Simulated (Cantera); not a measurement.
Charge: 1 mol B2O3, 1.5 mol F2, 18 mol O2, held at 1923 K.

Cantera equilibrium calculation (NASA polynomials, part measured and part estimated; ideal gas, pure solids and liquids). Candidate condensed phases: B, B2O3; 21 gas species. Kinetics and transport are ignored.

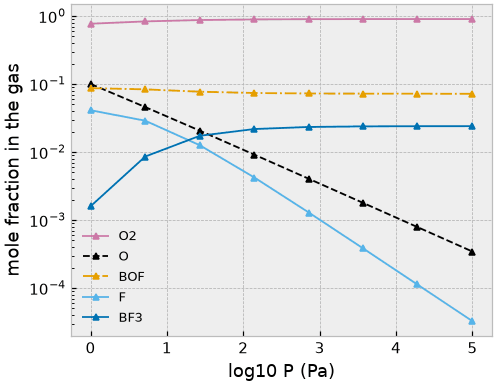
Figure: Equilibrium gas composition (values under 1e-9 drawn at 1e-9)

From 1.00 Pa to 1.00 bar nothing is condensed. The main B-bearing gas is BOF throughout.
